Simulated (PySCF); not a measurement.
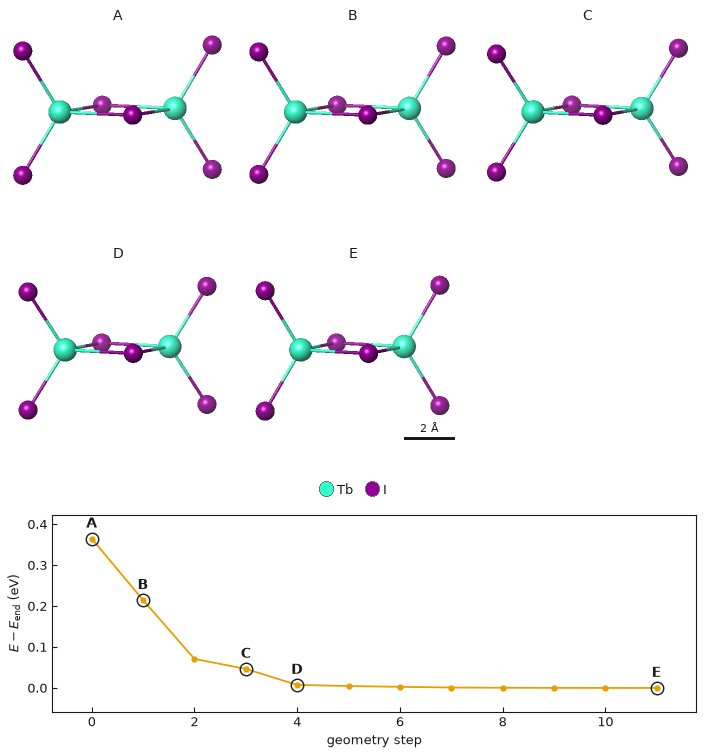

Frames of a relaxation of Tb2I6, marked on the history of the run. The picture is a ball-and-stick view, seen at a tilt.

Level of theory: RKS B3LYP, Tb lcecp-1-SVP with ECP54, I def2-SVP with ECP28; non-relativistic Hamiltonian with scalar-relativistic core potentials; density fitting in PySCF 2.14.0. (symmetry kept (D2h))

What happens along the run?

Answer. The energy falls by 0.365 eV in 11 geometry steps. The largest force component goes from 0.67 to 0.0084 eV/Å. The largest moves after the best rigid fit, 0.32 Å, are those of I atoms. By element the largest moves are I 0.32 Å, Tb 0.24 Å. Some distances before and after: I–Tb 2.957 → 2.854 Å, I–Tb 3.180 → 3.079 Å. Among the angles between lasting bonds that change: Tb–I–Tb 98.9° → 89.8°, I–Tb–I 81.1° → 90.2°. The run took 7.1 min on 4 threads of Arm Neoverse V1, with other jobs on the host, peak memory 2.6 GiB. From step 0 to 1: I atoms move most (0.06 Å), energy −0.150 eV. From step 1 to 3: I atoms move most (0.14 Å), energy −0.168 eV. From step 3 to 4: Tb atoms move most (0.09 Å), energy −0.039 eV. From step 4 to 11: I atoms move most (0.10 Å), energy −0.007 eV.

```
step  E − E(0), eV  largest force component, eV/Å
   0        0.0000                         0.6664
   1       -0.1502                         0.4343
   2       -0.2938                         0.5413
   3       -0.3182                         0.4569
   4       -0.3573                         0.0712
   5       -0.3600                         0.0651
   6       -0.3620                         0.0792
   7       -0.3637                         0.0425
   8       -0.3642                         0.0382
   9       -0.3645                         0.0316
  10       -0.3647                         0.0214
  11       -0.3647                         0.0084
```
